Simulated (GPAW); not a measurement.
**C2H3Al: molecular dynamics**

System: C2H3Al, SMILES [CH]1=[CH][AlH]1.
Method: BLYP/dz(dzp), dispersion D3(BJ), scalar-relativistic datasets (GPAW 26.7.0).

The geometry comes from this level: GFN2-xTB.

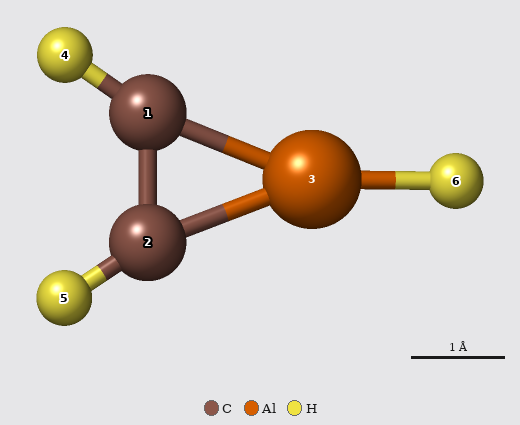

*The input geometry (ball-and-stick view, seen on its broad side; atoms are numbered from 1 in the order of the input). Sticks mark near contacts.*

Bond lengths as drawn: Al–C 1.92 Å, Al–H 1.56 Å, C–C 1.40 Å and C–H 1.09 Å.

## Input file (run.py)
```python
import numpy as np
from ase import units
from ase.calculators.mixing import SumCalculator
from ase.io.zmatrix import parse_zmatrix
from ase.md.langevin import Langevin
from ase.md.velocitydistribution import MaxwellBoltzmannDistribution, Stationary, ZeroRotation
from dftd3.ase import DFTD3
from gpaw import GPAW, setup_paths
from gpaw.atom.configurations import parameters
from gpaw.atom.generator import Generator
from gpaw.utilities.adjust_cell import adjust_cell

# Geometry
zmat = """
C
C 1 r2
Al 1 r3 2 a3
H 1 r4 2 a4 3 d4
H 2 r5 1 a5 4 d5
H 3 r6 1 a6 4 d6
"""
values = dict(r2=1.400847, r3=1.915324, a3=68.65349, r4=1.091851, a4=124.35537, d4=179.88165, r5=1.091451, a5=124.08539, d5=-0.04288, r6=1.559386, a6=158.58798, d6=0.37303)
atoms = parse_zmatrix(zmat, defs=values)
adjust_cell(atoms, 5.0, h=0.22)

# Generate the setups first
for symbol in ["Al", "C", "H"]:
    Generator(symbol, xcname="BLYP", scalarrel=True, nofiles=True, txt=None).run(**parameters[symbol])
setup_paths.insert(0, ".")

# Calculator
dft = GPAW(mode="lcao",
           basis="dz(dzp)",
           h=0.22,
           xc="BLYP",
           maxiter=100,
           symmetry="off",
           txt="run.txt")
atoms.calc = SumCalculator([DFTD3(method="BLYP", damping="d3bj"), dft])

rng = np.random.default_rng(973)
MaxwellBoltzmannDistribution(atoms, temperature_K=100, rng=rng)
Stationary(atoms)
ZeroRotation(atoms)
dyn = Langevin(atoms, timestep=0.25 * units.fs, temperature_K=100, friction=0.01 / units.fs, rng=rng, trajectory="md.traj", logfile="-")
dyn.run(50)
```

Hardware: 1 thread of Intel Xeon @ 2.50GHz (Skylake/Cascade Lake), 12 GiB of memory available, shared host.

Launched with:
```bash
python3 run.py
```

## Log
```
DeprecationWarning: Use thermalize_momenta
FutureWarning: The implementation of `fixcm=True` in `Langevin` does not strictly sample the correct NVT distributions. The deviations are typically small for large systems but can be more pronounced for small systems. Use `fixcm=False` together with `ase.constraints.FixCom`. `fixcm` is deprecated since ASE 3.28.0 and will be removed in a future release.
  warnings.warn(msg, FutureWarning)
Time[ps]      Etot[eV]     Epot[eV]     Ekin[eV]    T[K]
0.0000         -25.1990     -25.3034       0.1044   134.6
0.0003         -25.1960     -25.3004       0.1044   134.6
0.0005         -25.1972     -25.2977       0.1005   129.6
0.0007         -25.2050     -25.2958       0.0908   117.1
0.0010         -25.2058     -25.2946       0.0888   114.5
0.0013         -25.2049     -25.2939       0.0890   114.7
0.0015         -25.2050     -25.2934       0.0885   114.1
0.0018         -25.2038     -25.2930       0.0892   115.1
0.0020         -25.2008     -25.2929       0.0922   118.8
0.0022         -25.2040     -25.2931       0.0892   115.0
0.0025         -25.2027     -25.2932       0.0906   116.8
0.0028         -25.2028     -25.2928       0.0899   116.0
0.0030         -25.2045     -25.2916       0.0872   112.4
0.0032         -25.2041     -25.2895       0.0855   110.2
0.0035         -25.2046     -25.2866       0.0820   105.8
0.0037         -25.2049     -25.2832       0.0783   100.9
0.0040         -25.2084     -25.2797       0.0713    91.9
0.0043         -25.2075     -25.2761       0.0686    88.5
0.0045         -25.2094     -25.2723       0.0629    81.1
0.0047         -25.1992     -25.2689       0.0696    89.8
0.0050         -25.2013     -25.2662       0.0650    83.8
0.0052         -25.2027     -25.2644       0.0617    79.6
0.0055         -25.2084     -25.2626       0.0542    69.8
0.0057         -25.2107     -25.2607       0.0500    64.5
0.0060         -25.2043     -25.2599       0.0555    71.6
0.0063         -25.1986     -25.2597       0.0611    78.8
0.0065         -25.1992     -25.2603       0.0611    78.8
0.0067         -25.2097     -25.2613       0.0516    66.5
0.0070         -25.2136     -25.2625       0.0488    63.0
0.0072         -25.2125     -25.2646       0.0521    67.2
0.0075         -25.2129     -25.2676       0.0548    70.6
0.0077         -25.2053     -25.2712       0.0659    85.0
0.0080         -25.2024     -25.2754       0.0729    94.0
0.0082         -25.2004     -25.2797       0.0792   102.2
0.0085         -25.2044     -25.2838       0.0794   102.4
0.0087         -25.2090     -25.2872       0.0783   100.9
0.0090         -25.2028     -25.2898       0.0871   112.3
0.0092         -25.2093     -25.2915       0.0823   106.1
0.0095         -25.2083     -25.2921       0.0839   108.1
0.0097         -25.2084     -25.2920       0.0836   107.8
0.0100         -25.2059     -25.2914       0.0855   110.2
0.0102         -25.2122     -25.2907       0.0785   101.3
0.0105         -25.2087     -25.2904       0.0817   105.3
0.0107         -25.2091     -25.2899       0.0808   104.2
0.0110         -25.2063     -25.2895       0.0832   107.3
0.0112         -25.2075     -25.2899       0.0824   106.3
0.0115         -25.2034     -25.2904       0.0870   112.2
0.0118         -25.2093     -25.2910       0.0817   105.3
0.0120         -25.2049     -25.2922       0.0873   112.5
0.0122         -25.2030     -25.2942       0.0912   117.6
0.0125         -25.2060     -25.2969       0.0909   117.3
```

## Trajectory as extended XYZ (Å, eV, eV/Å), 16 of the 51 frames kept, from step=0 to step=50
```
6
Properties=species:S:1:pos:R:3:forces:R:3 step=0 time_fs=0.0 energy=-25.30338 temperature=134.6
C     5.9018    6.2603    5.2809    0.4444   0.5269  -0.0040
C     7.3027    6.2603    5.2809   -0.4890   0.5499  -0.0008
Al    6.5990    8.0442    5.2809    0.0145  -0.6781   0.0013
H     5.2857    5.3589    5.2791   -0.6324  -0.4125   0.0006
H     7.9143    5.3564    5.2797    0.6582  -0.4241   0.0001
H     6.5972    9.6036    5.2803   -0.0021   0.3836   0.0006
6
Properties=species:S:1:pos:R:3:forces:R:3 step=3 time_fs=0.8 energy=-25.29579 temperature=117.1
C     5.9035    6.2591    5.2826    0.3289   0.7317  -0.0566
C     7.3011    6.2647    5.2808   -0.3596   0.3387   0.0305
Al    6.6000    8.0429    5.2809   -0.0450  -0.6619   0.0120
H     5.2809    5.3663    5.2648   -0.6622  -0.5122   0.0076
H     7.8997    5.3519    5.2787    0.6969  -0.3931  -0.0139
H     6.5875    9.5976    5.2782   -0.0033   0.4430  -0.0019
6
Properties=species:S:1:pos:R:3:forces:R:3 step=7 time_fs=1.8 energy=-25.29300 temperature=115.1
C     5.9058    6.2580    5.2844    0.0469   0.8059  -0.1211
C     7.2987    6.2708    5.2802   -0.0362  -0.1205   0.0652
Al    6.6013    8.0409    5.2812   -0.1210  -0.5450   0.0230
H     5.2702    5.3735    5.2465   -0.5929  -0.4931   0.0308
H     7.8886    5.3441    5.2762    0.6428  -0.1547  -0.0359
H     6.5744    9.5930    5.2738    0.0052   0.4730  -0.0100
6
Properties=species:S:1:pos:R:3:forces:R:3 step=10 time_fs=2.5 energy=-25.29325 temperature=116.8
C     5.9076    6.2579    5.2856   -0.2841   0.7086  -0.1678
C     7.2970    6.2752    5.2796    0.2335  -0.5143   0.0846
Al    6.6022    8.0390    5.2816   -0.1754  -0.3775   0.0280
H     5.2563    5.3777    5.2354   -0.4236  -0.3394   0.0748
H     7.8829    5.3377    5.2748    0.5691   0.0673  -0.0515
H     6.5644    9.5929    5.2702    0.0151   0.4465  -0.0178
6
Properties=species:S:1:pos:R:3:forces:R:3 step=13 time_fs=3.2 energy=-25.28951 temperature=110.2
C     5.9095    6.2579    5.2867   -0.6906   0.5100  -0.2193
C     7.2956    6.2793    5.2789    0.5111  -0.9321   0.1068
Al    6.6031    8.0373    5.2819   -0.2249  -0.1915   0.0301
H     5.2393    5.3799    5.2256   -0.1396  -0.1018   0.1341
H     7.8799    5.3309    5.2745    0.4706   0.3172  -0.0630
H     6.5550    9.5939    5.2654    0.0463   0.4054  -0.0260
6
Properties=species:S:1:pos:R:3:forces:R:3 step=17 time_fs=4.2 energy=-25.27611 temperature=88.5
C     5.9117    6.2582    5.2879   -1.1885   0.2474  -0.2912
C     7.2940    6.2841    5.2788    0.8494  -1.4260   0.1370
Al    6.6039    8.0350    5.2821   -0.2817   0.1122   0.0305
H     5.2171    5.3830    5.2127    0.2291   0.1941   0.2074
H     7.8808    5.3247    5.2762    0.3292   0.6049  -0.0705
H     6.5444    9.5991    5.2583    0.0846   0.2926  -0.0300
6
Properties=species:S:1:pos:R:3:forces:R:3 step=20 time_fs=5.0 energy=-25.26625 temperature=83.8
C     5.9128    6.2588    5.2887   -1.4733   0.1024  -0.3346
C     7.2930    6.2870    5.2790    1.0223  -1.6476   0.1529
Al    6.6045    8.0329    5.2820   -0.3166   0.3816   0.0309
H     5.2014    5.3879    5.2053    0.4314   0.3469   0.2534
H     7.8851    5.3263    5.2774    0.2663   0.6909  -0.0740
H     6.5380    9.6063    5.2545    0.1082   0.1519  -0.0261
6
Properties=species:S:1:pos:R:3:forces:R:3 step=23 time_fs=5.8 energy=-25.26074 temperature=64.5
C     5.9131    6.2594    5.2892   -1.6548  -0.0038  -0.3673
C     7.2923    6.2889    5.2795    1.1076  -1.7312   0.1618
Al    6.6050    8.0310    5.2818   -0.3422   0.6302   0.0307
H     5.1879    5.3936    5.1995    0.5608   0.4365   0.2765
H     7.8921    5.3329    5.2780    0.2285   0.6718  -0.0761
H     6.5328    9.6141    5.2508    0.1266   0.0022  -0.0177
6
Properties=species:S:1:pos:R:3:forces:R:3 step=27 time_fs=6.8 energy=-25.26128 temperature=66.5
C     5.9124    6.2604    5.2896   -1.7035  -0.0924  -0.4065
C     7.2927    6.2903    5.2806    1.0310  -1.6390   0.1722
Al    6.6054    8.0287    5.2816   -0.3609   0.8847   0.0298
H     5.1739    5.4016    5.1912    0.6479   0.4851   0.2962
H     7.9045    5.3483    5.2788    0.2497   0.4878  -0.0775
H     6.5268    9.6230    5.2453    0.1456  -0.1634  -0.0016
6
Properties=species:S:1:pos:R:3:forces:R:3 step=30 time_fs=7.5 energy=-25.26763 temperature=70.6
C     5.9113    6.2611    5.2898   -1.6012  -0.0781  -0.4183
C     7.2935    6.2902    5.2816    0.8953  -1.4725   0.1770
Al    6.6055    8.0274    5.2813   -0.3614   1.0004   0.0287
H     5.1674    5.4098    5.1873    0.6345   0.4335   0.3011
H     7.9150    5.3612    5.2797    0.2979   0.3397  -0.0768
H     6.5218    9.6277    5.2416    0.1557  -0.2479   0.0059
6
Properties=species:S:1:pos:R:3:forces:R:3 step=33 time_fs=8.2 energy=-25.27967 temperature=102.2
C     5.9090    6.2616    5.2898   -1.2912   0.0784  -0.4096
C     7.2947    6.2897    5.2823    0.6649  -1.2328   0.1851
Al    6.6058    8.0263    5.2811   -0.3628   1.0854   0.0253
H     5.1654    5.4216    5.1860    0.4942   0.2463   0.2928
H     7.9273    5.3768    5.2816    0.3624   0.1662  -0.0796
H     6.5173    9.6323    5.2380    0.1650  -0.3280   0.0155
6
Properties=species:S:1:pos:R:3:forces:R:3 step=37 time_fs=9.2 energy=-25.29151 temperature=106.1
C     5.9050    6.2622    5.2897   -0.6680   0.4192  -0.3750
C     7.2968    6.2885    5.2834    0.2607  -0.8488   0.1908
Al    6.6060    8.0249    5.2806   -0.3601   1.1477   0.0208
H     5.1674    5.4395    5.1866    0.1801  -0.1624   0.2476
H     7.9450    5.3992    5.2844    0.4801  -0.1135  -0.0749
H     6.5121    9.6369    5.2339    0.1710  -0.4119   0.0275
6
Properties=species:S:1:pos:R:3:forces:R:3 step=40 time_fs=10.0 energy=-25.29138 temperature=110.2
C     5.9014    6.2625    5.2895   -0.1358   0.6925  -0.3460
C     7.2991    6.2875    5.2843   -0.0699  -0.5872   0.1898
Al    6.6060    8.0240    5.2802   -0.3572   1.1768   0.0207
H     5.1691    5.4517    5.1872   -0.0779  -0.5130   0.2128
H     7.9594    5.4147    5.2868    0.5388  -0.2904  -0.0659
H     6.5079    9.6403    5.2335    0.1701  -0.4672   0.0260
6
Properties=species:S:1:pos:R:3:forces:R:3 step=43 time_fs=10.8 energy=-25.28993 temperature=104.2
C     5.8976    6.2635    5.2893    0.3571   0.8877  -0.3140
C     7.3015    6.2859    5.2855   -0.3325  -0.4049   0.1820
Al    6.6061    8.0235    5.2797   -0.3428   1.1527   0.0212
H     5.1702    5.4608    5.1891   -0.2962  -0.7818   0.1894
H     7.9766    5.4272    5.2886    0.4776  -0.3930  -0.0511
H     6.5051    9.6402    5.2330    0.1635  -0.4718   0.0260
6
Properties=species:S:1:pos:R:3:forces:R:3 step=47 time_fs=11.8 energy=-25.29095 temperature=105.3
C     5.8928    6.2656    5.2893    0.8225   0.9458  -0.2823
C     7.3039    6.2835    5.2869   -0.5179  -0.2913   0.1764
Al    6.6063    8.0231    5.2788   -0.3121   1.0744   0.0216
H     5.1692    5.4669    5.1936   -0.4515  -0.9491   0.1681
H     8.0037    5.4417    5.2926    0.2980  -0.3981  -0.0467
H     6.5033    9.6349    5.2327    0.1510  -0.4098   0.0262
6
Properties=species:S:1:pos:R:3:forces:R:3 step=50 time_fs=12.5 energy=-25.29693 temperature=117.3
C     5.8896    6.2677    5.2891    0.9742   0.8049  -0.2685
C     7.3055    6.2815    5.2879   -0.5823  -0.2584   0.1746
Al    6.6065    8.0231    5.2779   -0.2858   0.9762   0.0199
H     5.1655    5.4657    5.2007   -0.4218  -0.8875   0.1667
H     8.0243    5.4504    5.2981    0.1795  -0.3600  -0.0508
H     6.5000    9.6280    5.2341    0.1354  -0.3174   0.0204
```

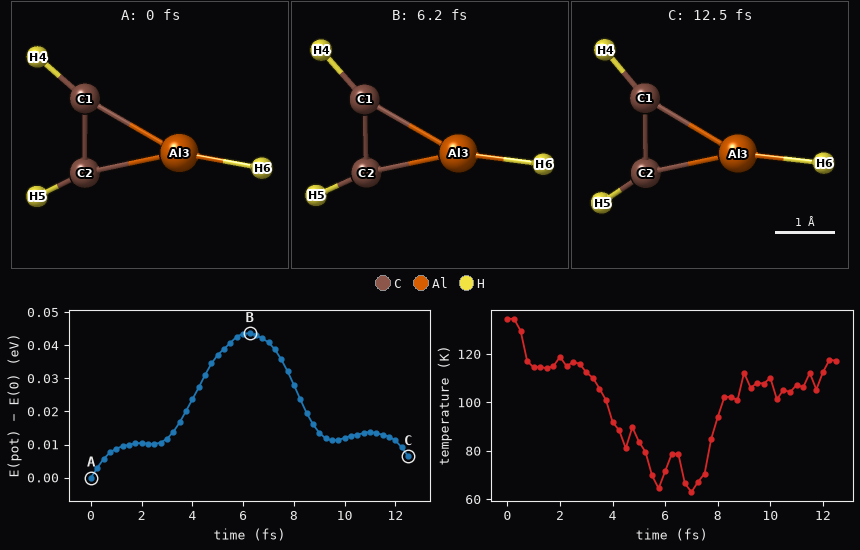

*Frames of the molecular dynamics (ball-and-stick, seen at a tilt) above the curves, on which the letters mark them.*

The trajectory kept here has 51 frames over 12.5 fs. The temperature starts at 135 K, ranges from 63 to 135 K and averages 98 K over the second half. The potential energy ends 0.006 eV above its first value. After an unweighted best fit of the last frame on the first, the root-mean-square displacement is 0.09 Å, and H4 has moved furthest (0.15 Å).

## Results in brief

```csv
quantity,value
outcome,finished
mean temperature over the second half,98 K
trajectory,"51 frames kept, 12.5 fs"
basis functions (step not recorded),30
wall time,5.6 min
peak memory,0.51 GiB
```

## Remarks

Further notes kept with the run: datasets made with stock radii, not tested. On so coarse a grid the energy depends on the position of the molecule, which gives spurious forces. So short a trajectory is not equilibrated.
